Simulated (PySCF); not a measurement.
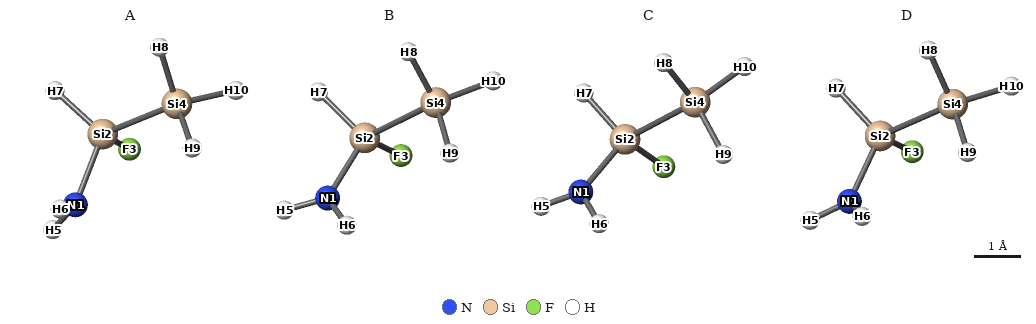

4 geometries from one relaxation of Si₂NH₆F, in shuffled order. The picture is a ball-and-stick view, seen from a free direction.

The start comes from GFN2-xTB. Its atoms were then displaced at random by about 0.01 Å.

Theory: PBE0-D3(BJ)/def2-SVP geometry optimisation, gas phase in PySCF 2.14.0, density-fitted response routines. 

> Put them in the order of the run, from the start to the converged end.

A, D, B, C. They are steps 0, 5, 8, 20, at +9.68 kcal/mol, +2.65 kcal/mol, +0.81 kcal/mol relative to the last. After 20 geometry steps the energy has fallen by 9.68 kcal/mol. The atom that moves furthest after the best rigid fit is H5 (0.92 Å). Largest moves by element: H 0.92 Å, F 0.53 Å, N 0.42 Å, Si 0.20 Å. Among the contacts that change: Si2–Si4 2.256 → 2.339 Å, N1–Si2 1.752 → 1.713 Å, N1–H6 0.980 → 1.013 Å, N1–H5 0.987 → 1.014 Å. Bond angles that change, for instance: N1–Si2–F3 102.2° → 113.9°, N1–Si2–H7 114.2° → 107.6°, F3–Si2–H7 99.7° → 105.4°. Groups turn about Si2–Si4 by about 35°.
